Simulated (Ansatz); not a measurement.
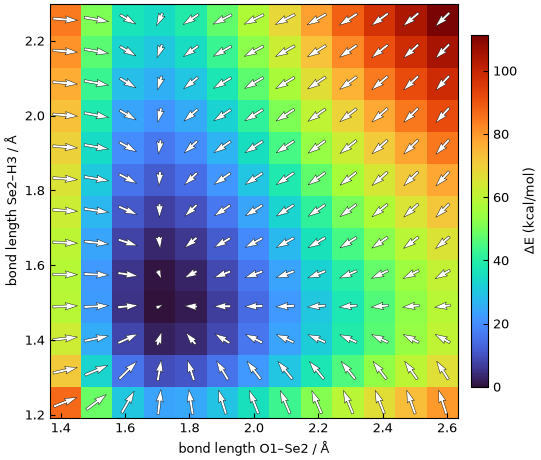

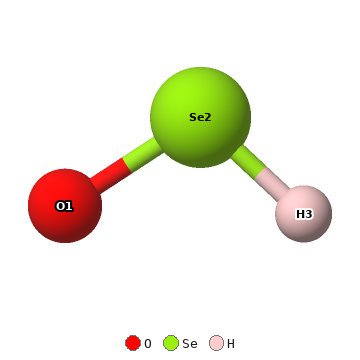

Energy landscape of HOSe, SMILES [O-][SeH], charge −1. 
- First axis: bond length O1–Se2. Second axis: bond length Se2–H3.
- Nothing is relaxed (all other coordinates rigid).
- The grid has 13 × 13 points.
- Points are written as (first, second).
- Energies are in kcal/mol, from the lowest grid point.
- The reference is spin-restricted, which grows unreliable where a bond is stretched far.
- All numbers below come from RKS CAM-B3LYP-D4/def2-TZVPD in Ansatz 0.2.0.

Drawn: one coloured cell a grid point, arrows along the force (downhill), their lengths compressed. The second picture is the structure at the lowest point.

**Describe this landscape.**

The lowest grid point is at (1.707 Å, 1.490 Å). It is the only kind of minimum in the scanned range. The highest grid point, (2.586 Å, 2.257 Å), lies 111 kcal/mol above the lowest. Round the minimum the two coordinates are weakly coupled (coupling 0.09 in units of the two stiffnesses).

The values on the grid:

```tsv
bond length Se2–H3 ↓, bond length O1–Se2 →	1.414	1.511	1.609	1.707	1.804	1.902	2.000	2.097	2.195	2.293	2.391	2.488	2.586
2.257	84	51	37	35	39	48	58	68	78	88	97	104	111
2.172	81	47	33	30	35	43	53	63	73	82	91	98	105
2.087	77	43	28	26	30	38	47	57	67	76	84	92	98
2.001	73	39	24	21	25	32	41	51	60	69	77	85	91
1.916	69	35	20	16	20	27	36	45	54	63	71	78	85
1.831	66	31	15	12	15	21	30	39	48	56	64	71	78
1.746	62	27	11	7	10	16	24	33	42	50	58	65	71
1.660	60	24	8	3	6	12	19	28	36	44	52	59	66
1.575	58	22	6	1	3	8	16	24	32	40	48	55	61
1.490	59	22	5	0	2	7	14	22	30	38	46	53	59
1.404	63	26	8	2	4	9	16	24	32	40	47	54	60
1.319	71	33	15	10	10	15	22	30	38	46	53	60	66
1.234	87	49	30	24	25	29	36	43	51	59	67	73	80
```

Each point was launched as `ansatz run input.yaml --threads 1 --pin off --max-ram 2048MiB --backend cpu --events-out ev --progress --plain --runs-dir out`. Time for the 169 points that were run: 16 min on 1 thread of Arm Neoverse N1, with other jobs on the host.
